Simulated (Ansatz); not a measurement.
# One shape, several levels: doublet [BHF2]+

We compute a comparison of 6 runs (UHF/STO-3G, U-wB97X/def2-TZVPP, UCAM-B3LYP/def2-TZVPP, RPA@PBE0/def2-TZVPP, UMP2/def2-TZVPP, UCCSD/def2-TZVPP) of doublet [BHF2]+. 

Program for the calculation: Ansatz 0.2.0.

46 further runs of the same task are left out: 46 set aside as unsound or not needed.

### Step 1. Starting point

[BHF2]+ has 4 atoms, charge +1, and is taken as a doublet. As SMILES of the parent species, `FBF`. The shape is that of a PBE0-D4/def2-TZVP optimisation. That shape belongs to the parent species and isn't relaxed for this state.

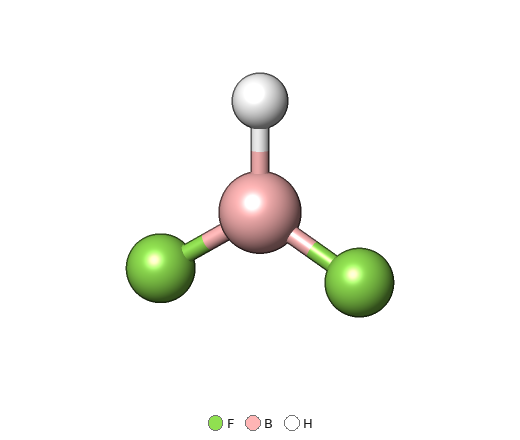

The structure, seen from a chosen angle (fluorine green, boron pink, hydrogen white).

### Step 2. The energy at UHF/STO-3G (run 1)

Contents of molecule.yaml:

```yaml
crystal:
  periodic: [false, false, false]
  atoms:
    - {symbol: F, position_ang: [1.154300, 0.456900, -0.361900]}
    - {symbol: B, position_ang: [-0.001900, -0.031000, 0.025200]}
    - {symbol: F, position_ang: [-1.095400, 0.528700, -0.438900]}
    - {symbol: H, position_ang: [-0.057000, -0.954600, 0.775600]}
basis:
  gaussian: {orbitals: STO-3G}
output: {orbitals: {seedname: orbitals}}
magnetization: {spin_polarized: true, initial_magnetization: 1}
total_charge: 1
hamiltonian: {xc: hf}
accuracy: high
```

Launch:

```console
$ ansatz run molecule.yaml --threads 1 --pin off --max-ram 3480MiB --events-out events.jsonl --progress --plain --runs-dir runs
```

The program printed:

```text
Warning: RAYON_NUM_THREADS=1 ignored (pool sized by the plan → 1); use --threads N
Functional definition: HF
  name "HF"
  exchange = exact_x
  correlation = 0
272 factors; integrals over basis functions are off by at most 4.3e-8 eV
mean field evaluation 1: about -6000.5844 eV, gradient 2.6e1 eV
mean field evaluation 2: about -6000.6289 eV, gradient 2.6e1 eV
mean field evaluation 4: about -6006.1358 eV, gradient 2.4e0 eV
mean field evaluation 8: about -6006.3167 eV, gradient 5.8e-2 eV
mean field evaluation 16: about -6006.3127 eV, gradient 3.2e-4 eV
mean field evaluation 32: about -6006.6407 eV, gradient 7.3e-1 eV
mean field evaluation 64: about -6006.1720 eV, gradient 4.9e0 eV
mean field evaluation 96: about -6005.7951 eV, gradient 7.6e-2 eV
mean field evaluation 128: about -6006.3127 eV, gradient 2.8e-4 eV
mean field -6006.92678745 eV, -220.7504877977 hartree, gradient 2.3e-8 eV, S^2 0.756932; 4 other end points of the search recorded, 0 dependent functions left out
reference -6006.92678745 eV, -220.7504877977 hartree; 12, 11 occupied and 4, 5 virtual orbitals, 272 factors
Total energy: -6006.92678745 eV, -220.7504877977 hartree
```

It took 0.36 s on 1 thread of Intel Xeon Platinum 8175M at 2.50GHz (Skylake/Cascade Lake), shared host.

### Step 3. A single-point energy at U-wB97X/def2-TZVPP (run 2)

Contents of run.yaml:

```yaml
crystal:
  periodic: [false, false, false]
  atoms:
    - {symbol: F, position_ang: [1.154300, 0.456900, -0.361900]}
    - {symbol: B, position_ang: [-0.001900, -0.031000, 0.025200]}
    - {symbol: F, position_ang: [-1.095400, 0.528700, -0.438900]}
    - {symbol: H, position_ang: [-0.057000, -0.954600, 0.775600]}
basis:
  gaussian:
    orbitals: def2-TZVPP
total_charge: 1
magnetization:
  spin_polarized: true
  initial_magnetization: 1
hamiltonian:
  xc: {name: wB97X}
accuracy: high
output: {orbitals: {seedname: orbitals}}
```

Launch:

```console
$ ansatz run run.yaml --threads 1 --pin off --max-ram 3480MiB --events-out events.jsonl --progress --plain --runs-dir runs
```

The program printed (excerpt; [...] marks lines left out):

```text
Warning: RAYON_NUM_THREADS=1 ignored (pool sized by the plan → 1); use --threads N
Functional definition: wB97X
  name "wB97X"
[...]
      + exact_x_lr(omega)
[...]
      + integral(e_c_pw_opposite_spin*poly(b97_u_opposite, 1, cos1, cos2, cos3, cos4))
1729 factors; integrals over basis functions are off by at most 3.4e-9 eV
246 factors; integrals over basis functions are off by at most 1.1e-9 eV
[...]
mean field -6116.47176094 eV, -224.7761913212 hartree, gradient 7.1e-8 eV, S^2 0.756292; 4 other end points of the search recorded, 0 dependent functions left out
reference -6116.47175878 eV, -224.7761912416 hartree; 12, 11 occupied and 95, 96 virtual orbitals, 1729 factors
Total energy: -6116.47175878 eV, -224.7761912416 hartree
```

Run time: 40 s. Hardware: 1 thread of Intel Xeon Platinum 8175M at 2.50GHz (Skylake/Cascade Lake), shared host; peak memory 0.56 GiB.

Runs 3 to 4 aren't shown in full; the table further down has their settings and results.

### Step 4. A single-point energy at UMP2/def2-TZVPP (run 5)

Changes to run.yaml since step 3:

```diff
@@ -10,3 +10,6 @@
     orbitals: def2-TZVPP
-total_charge: 1
+accuracy: high
+correlation:
+  method: mp2
+  frozen_orbitals: {B: 1, F: 1, H: 0}
 magnetization:
@@ -14,5 +17,2 @@
   initial_magnetization: 1
-hamiltonian:
-  xc: {name: wB97X}
-accuracy: high
-output: {orbitals: {seedname: orbitals}}
+total_charge: 1
```

Launch:

```console
$ ansatz run run.yaml --threads 1 --pin off --max-ram 3480MiB --events-out events.jsonl --progress --plain --runs-dir runs
```

The program printed:

```text
Warning: RAYON_NUM_THREADS=1 ignored (pool sized by the plan → 1); use --threads N
[... 4 set-up lines as earlier in the session ...]
1729 factors; integrals over basis functions are off by at most 3.4e-9 eV
mean field evaluation 1: about -6084.2939 eV, gradient 4.6e1 eV
mean field evaluation 2: about -6084.2954 eV, gradient 4.6e1 eV
mean field evaluation 4: about -6091.1181 eV, gradient 2.8e0 eV
mean field evaluation 8: about -6091.2111 eV, gradient 7.7e-3 eV
mean field evaluation 16: about -6089.5936 eV, gradient 1.5e-1 eV
mean field evaluation 32: about -6090.8170 eV, gradient 5.8e0 eV
mean field -6091.21113366 eV, -223.8478803909 hartree, gradient 1.9e-8 eV, S^2 0.764913; 4 other end points of the search recorded, 0 dependent functions left out
3 core orbitals not correlated: weight in the atoms' cores, before any rotation towards them, 1.000 or more for the frozen orbitals, at most 0.000 for the correlated occupied ones
reference -6091.21113366 eV, -223.8478803909 hartree; 9, 8 occupied and 95, 96 virtual orbitals, 1729 factors
second order -15.93967996 eV of doubles, -0.00000000 eV of singles
Total energy: -6107.15081362 eV, -224.4336528252 hartree
```

Wall time 10 s (1 thread of Intel Xeon Platinum 8175M at 2.50GHz (Skylake/Cascade Lake), shared host); peak memory 0.28 GiB.

### Step 5. A single-point energy at UCCSD/def2-TZVPP (run 6)

Contents of input.yaml:

```yaml
crystal:
  periodic: [false, false, false]
  atoms:
    - {symbol: F, position_ang: [1.154300, 0.456900, -0.361900]}
    - {symbol: B, position_ang: [-0.001900, -0.031000, 0.025200]}
    - {symbol: F, position_ang: [-1.095400, 0.528700, -0.438900]}
    - {symbol: H, position_ang: [-0.057000, -0.954600, 0.775600]}
basis:
  gaussian:
    orbitals: def2-TZVPP
total_charge: 1
magnetization:
  spin_polarized: true
  initial_magnetization: 1
correlation:
  method: ccsd
  frozen_orbitals: {B: 1, F: 1, H: 0}
accuracy: high
scf:
  omitted_lower_state_checks: [cluster_reference, increment]
```

Launch:

```console
$ ansatz run input.yaml --threads 1 --pin off --max-ram 3480MiB --events-out events.jsonl --progress --plain --runs-dir runs
```

The program printed (excerpt; [...] marks lines left out):

```text
Warning: RAYON_NUM_THREADS=1 ignored (pool sized by the plan → 1); use --threads N
[... 2 set-up lines as earlier in the session ...]
[...]
1729 factors; integrals over basis functions are off by at most 3.4e-9 eV
[...]
mean field -6091.21113366 eV, -223.8478803909 hartree, gradient 1.9e-8 eV, S^2 0.764913; 4 other end points of the search recorded, 0 dependent functions left out
3 core orbitals not correlated: weight in the atoms' cores, before any rotation towards them, 1.000 or more for the frozen orbitals, at most 0.000 for the correlated occupied ones
reference -6091.21113366 eV, -223.8478803909 hartree; 9, 8 occupied and 95, 96 virtual orbitals, 1729 factors
second order -15.93967996 eV of doubles, -0.00000000 eV of singles
cycle   1  -15.44381721 eV  change    5.0e-1 eV  update   1.2e-1
[...]
cycle  28  -16.01671555 eV  change  -8.6e-10 eV  update  5.3e-10
Total energy: -6107.22784921 eV, -224.4364838309 hartree
Checks for a lower state left out: cluster_reference, increment
```

Run time: 56 s. Hardware: 1 thread of Intel Xeon Platinum 8175M at 2.50GHz (Skylake/Cascade Lake), shared host; peak memory 1.8 GiB.

### Step 6. All runs side by side

| run | level | frozen core orbitals | energy (Eh) | ⟨S²⟩ | wall time |
| --- | --- | --- | --- | --- | --- |
| 1 | UHF/STO-3G | – | -220.750488 | 0.757 | 0.36 s |
| 2 | U-wB97X/def2-TZVPP | – | -224.776191 | 0.756 | 40 s |
| 3 | UCAM-B3LYP/def2-TZVPP | – | -224.769829 | 0.757 | 11 s |
| 4 | RPA@PBE0/def2-TZVPP | 3 | -224.663580 | 0.756 | 18 s |
| 5 | UMP2/def2-TZVPP | 3 | -224.433653 | 0.765 | 10 s |
| 6 | UCCSD/def2-TZVPP | 3 | -224.436484 | 0.765 | 56 s |

### Step 7. Summary of results

| quantity | value |
| --- | --- |
| run 6: total energy | -224.43648 Eh |
| run 6: correlation energy (3 core orbitals frozen) | -588.6 mEh |
| run 6: ⟨S²⟩ of the reference determinant | 0.765 |
| run 6: T1 diagnostic | 0.033 |

**Reading.** Totals of different functionals can't be ranked against each other. In run 1 the basis is minimal, so the values are rough. All runs together took 2.2 min, the longest 56 s.
